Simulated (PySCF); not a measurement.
**PbCl4: a change of charge**

How does PbCl4 respond at fixed geometry? The runs cover a change of charge. The structure is generated, not taken from experiment.

Method: PBE0, Pb def2-SVP with ECP60, Cl def2-SVP; scalar-relativistic core potentials, no spin–orbit coupling; program: PySCF 2.14.0.

1 further run of the same task is left out (for a known fault of the program).

### 1 Starting geometry

5 atoms, charge 0, spin multiplicity 1.

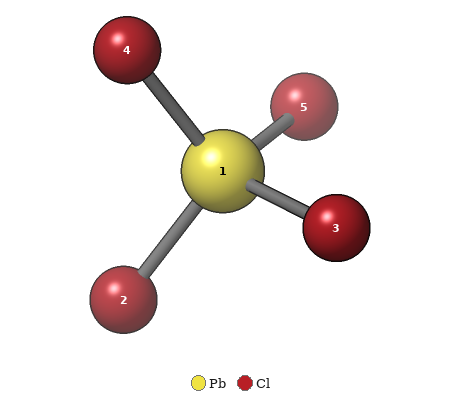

The geometry (lead yellow, chlorine red); atoms are numbered from 1 in the order of the file.

As a file:

```xyz
5

Pb    0.0000    0.0000    0.0000
Cl    1.3939    1.3939    1.3939
Cl   -1.3939   -1.3939    1.3939
Cl    1.3939   -1.3939   -1.3939
Cl   -1.3939    1.3939   -1.3939
```

Formal oxidation states: Pb +4. An earlier session relaxed this geometry at PBE0, Pb def2-SVP with ECP60, Cl def2-SVP (singlet, point group Td).

Its energy there is -2032.599317 Eh.

### 2 One electron removed, multiplicity 2

run.py (the lines that set the calculation)

```python
mol = gto.M(atom='''
Pb     0.00000     0.00000     0.00000
Cl     1.39389     1.39389     1.39389
Cl    -1.39389    -1.39389     1.39389
Cl     1.39389    -1.39389    -1.39389
Cl    -1.39389     1.39389    -1.39389''',
    basis={'Pb': 'def2-SVP', 'Cl': 'def2-SVP'},
    ecp={'Pb': 'def2-SVP'},
    charge=1, spin=1)
mf = dft.UKS(mol, xc='PBE0')
mf.grids.atom_grid = (50, 194)
mf = mf.density_fit()  # fitting sets: Pb def2-universal-JKFIT, Cl def2-universal-JKFIT
mf.conv_tol = 1e-08; mf.max_cycle = 55
mf.kernel(dm0)  # dm0: the density of the relaxed state
```

Launch:

```
$ OMP_NUM_THREADS=2 python run.py
```

What it wrote:

```text
init E= -2032.60543077634
cycle= 1 E= -2032.1582582104  delta_E= 0.447  |g|= 0.161  |ddm|= 0.756
  HOMO = -0.52677744395  LUMO = -0.512115942158  gap/eV = 0.39896
cycle= 2 E= -2032.07978382534  delta_E= 0.0785  |g|= 0.345  |ddm|= 0.804
  HOMO = -0.540378612509  LUMO = -0.506072380665  gap/eV = 0.93352
cycle= 3 E= -2032.16019393569  delta_E= -0.0804  |g|= 0.14  |ddm|= 0.784
  HOMO = -0.528959920853  LUMO = -0.498418164728  gap/eV = 0.83108
cycle= 4 E= -2032.17387593796  delta_E= -0.0137  |g|= 0.0457  |ddm|= 0.293
  HOMO = -0.52897772195  LUMO = -0.496563009724  gap/eV = 0.88205
cycle= 5 E= -2032.17466281559  delta_E= -0.000787  |g|= 0.0344  |ddm|= 0.147
  HOMO = -0.530427225693  LUMO = -0.494320903505  gap/eV = 0.98250
cycle= 6 E= -2032.17560375398  delta_E= -0.000941  |g|= 0.00557  |ddm|= 0.0619
  HOMO = -0.530573488726  LUMO = -0.494110637813  gap/eV = 0.99220
cycle= 7 E= -2032.17562285088  delta_E= -1.91e-05  |g|= 0.00485  |ddm|= 0.0134
  HOMO = -0.530660520951  LUMO = -0.494012971795  gap/eV = 0.99723
cycle= 8 E= -2032.17563256558  delta_E= -9.71e-06  |g|= 0.005  |ddm|= 0.0121
  HOMO = -0.530755655749  LUMO = -0.493948365061  gap/eV = 1.00158
cycle= 9 E= -2032.17565099965  delta_E= -1.84e-05  |g|= 0.00378  |ddm|= 0.0099
  HOMO = -0.530916347517  LUMO = -0.493918825674  gap/eV = 1.00675
cycle= 10 E= -2032.17567393835  delta_E= -2.29e-05  |g|= 0.0028  |ddm|= 0.0175
  HOMO = -0.531134048388  LUMO = -0.493860057822  gap/eV = 1.01428
cycle= 11 E= -2032.1756975064  delta_E= -2.36e-05  |g|= 0.00182  |ddm|= 0.0261
...
cycle= 28 E= -2032.1758908091  delta_E= -9.63e-06  |g|= 0.00182  |ddm|= 0.0529
  HOMO = -0.533124442913  LUMO = -0.49347564158  gap/eV = 1.07890
cycle= 29 E= -2032.17589992898  delta_E= -9.12e-06  |g|= 0.000228  |ddm|= 0.0418
  HOMO = -0.533141426774  LUMO = -0.493600094432  gap/eV = 1.07597
cycle= 30 E= -2032.1759012956  delta_E= -1.37e-06  |g|= 0.000129  |ddm|= 0.0116
  HOMO = -0.53304903052  LUMO = -0.493447184459  gap/eV = 1.07762
cycle= 31 E= -2032.1759027055  delta_E= -1.41e-06  |g|= 0.000356  |ddm|= 0.025
  HOMO = -0.533121070558  LUMO = -0.493640717025  gap/eV = 1.07432
cycle= 32 E= -2032.17590310725  delta_E= -4.02e-07  |g|= 8.12e-05  |ddm|= 0.00441
  HOMO = -0.533143526042  LUMO = -0.493699668916  gap/eV = 1.07332
cycle= 33 E= -2032.17590333988  delta_E= -2.33e-07  |g|= 0.00018  |ddm|= 0.00718
  HOMO = -0.533129729375  LUMO = -0.493639590473  gap/eV = 1.07458
cycle= 34 E= -2032.17590346369  delta_E= -1.24e-07  |g|= 0.000103  |ddm|= 0.00765
  HOMO = -0.533197756863  LUMO = -0.493676583047  gap/eV = 1.07543
cycle= 35 E= -2032.17590367308  delta_E= -2.09e-07  |g|= 0.000102  |ddm|= 0.00437
  HOMO = -0.533245745696  LUMO = -0.493680106657  gap/eV = 1.07664
cycle= 36 E= -2032.17590374244  delta_E= -6.94e-08  |g|= 9.3e-05  |ddm|= 0.00366
  HOMO = -0.533243217826  LUMO = -0.493646527821  gap/eV = 1.07748
cycle= 37 E= -2032.17590375066  delta_E= -8.22e-09  |g|= 5.04e-05  |ddm|= 0.000531
  HOMO = -0.533235526181  LUMO = -0.493621766297  gap/eV = 1.07795
Extra cycle  E= -2032.17590373417  delta_E= 1.65e-08  |g|= 0.000157  |ddm|= 0.000367
converged SCF energy = -2032.17590373417  <S^2> = 0.75337081  2S+1 = 2.003368
```

Run time: 7.1 s. Hardware: 2 threads of AMD EPYC 7R43 (Zen 3), shared host.

Result: E = -2032.175904 Eh (+11.522 eV from the relaxed state), HOMO -14.51 eV, LUMO -13.43 eV (over both spins), ⟨S²⟩ = 0.753, Mulliken charge on Pb1 +0.92 e. 

### 3 One electron added, multiplicity 2

run.py (the lines that set the calculation): that of step 2 with these lines changed.

```diff
@@ -8,3 +8,3 @@
     ecp={'Pb': 'def2-SVP'},
-    charge=1, spin=1)
+    charge=-1, spin=1)
 mf = dft.UKS(mol, xc='PBE0')
```

Launch:

```
$ OMP_NUM_THREADS=2 python run.py
```

What it wrote:

```text
init E= -2032.60516496796
  HOMO = -0.18620273942  LUMO = -0.181265753251  gap/eV = 0.13434
cycle= 1 E= -2032.69458943217  delta_E= -0.0894  |g|= 0.163  |ddm|= 1.82
  HOMO = -0.00633357333295  LUMO = 0.0652362251179  gap/eV = 1.94751
cycle= 2 E= -2032.70294883363  delta_E= -0.00836  |g|= 0.127  |ddm|= 0.539
  HOMO = -0.0378906036455  LUMO = 0.0351496702637  gap/eV = 1.98753
cycle= 3 E= -2032.71131679726  delta_E= -0.00837  |g|= 0.0269  |ddm|= 0.233
  HOMO = -0.0398836190074  LUMO = 0.0340881154945  gap/eV = 2.01287
cycle= 4 E= -2032.71168439577  delta_E= -0.000368  |g|= 0.00665  |ddm|= 0.0433
  HOMO = -0.0409926527826  LUMO = 0.0336628763533  gap/eV = 2.03148
cycle= 5 E= -2032.71171479231  delta_E= -3.04e-05  |g|= 0.0012  |ddm|= 0.0136
  HOMO = -0.0410041193538  LUMO = 0.0338662818407  gap/eV = 2.03733
cycle= 6 E= -2032.71171603646  delta_E= -1.24e-06  |g|= 0.00034  |ddm|= 0.00278
  HOMO = -0.0410065268408  LUMO = 0.0339176270333  gap/eV = 2.03879
cycle= 7 E= -2032.71171613057  delta_E= -9.41e-08  |g|= 5.37e-05  |ddm|= 0.000601
  HOMO = -0.0410103111087  LUMO = 0.0339221257671  gap/eV = 2.03902
cycle= 8 E= -2032.71171613465  delta_E= -4.08e-09  |g|= 6.01e-06  |ddm|= 0.000179
  HOMO = -0.0410100074347  LUMO = 0.0339222549709  gap/eV = 2.03901
Extra cycle  E= -2032.7117161347  delta_E= -5.5e-11  |g|= 5.09e-06  |ddm|= 2.12e-05
converged SCF energy = -2032.7117161347  <S^2> = 0.75343222  2S+1 = 2.0034293
```

Wall time 2.9 s (2 threads of AMD EPYC 7R43 (Zen 3), shared host).

It gives: E = -2032.711716 Eh (-3.059 eV from the relaxed state), HOMO -1.12 eV, LUMO 0.92 eV (over both spins), ⟨S²⟩ = 0.753, Mulliken charge on Pb1 +0.69 e. 

### 4 Results

| state | energy from the relaxed state (eV) | ⟨S²⟩ | time |
| --- | --- | --- | --- |
| charge 0, singlet, vacuum (relaxed) | 0 | 0.00 |  |
| charge -1, doublet, vacuum | -3.06 | 0.75 | 2.9 s |
| charge +1, doublet, vacuum | 11.52 | 0.75 | 7.1 s |

An electron taken off or put on is at rest in vacuum. 

Removing an electron vertically costs 11.52 eV (doublet), against −HOMO = 9.61 eV. Adding an electron vertically releases 3.06 eV (doublet). The bases are small and lack diffuse functions. Spin–orbit coupling is left out.
